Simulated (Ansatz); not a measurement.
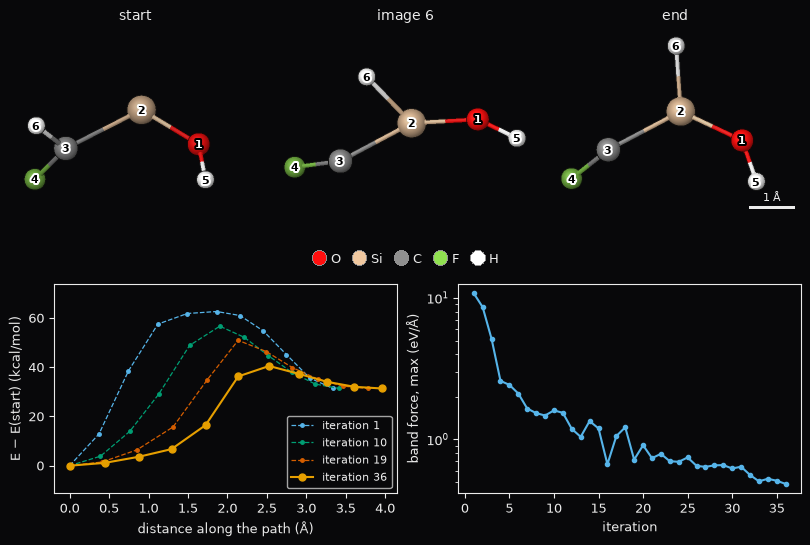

NEB run on CH2FOSi (charge +1). Images are numbered from 0 (start) to 10 (end). The plot follows the band through its iterations. The picture is a ball-and-stick view, seen at a tilt.

All numbers below come from RKS PBE0/def2-SVP (Ansatz 0.2.0). Settings: 9 movable images; climbing image; force threshold 0.03 eV/Å; iteration limit 36; optimiser FIRE; largest step 0.5 Å; starting path through a guess of the saddle point.

### How did the profile develop, and is the result final?

The result isn't final. The band hadn't converged when the run stopped after 36 iterations. The largest component of the band force went from 11 to 0.48 eV/Å. The barrier read from it is provisional, though the highest image hardly moved in the last two iterations. The step length is far from the usual. The first iteration put the highest image at 62.6 kcal/mol. The energy climbs by 40.5 kcal/mol to image 6 and then falls by 9.1 kcal/mol, so the end point sits at +31.4 kcal/mol.
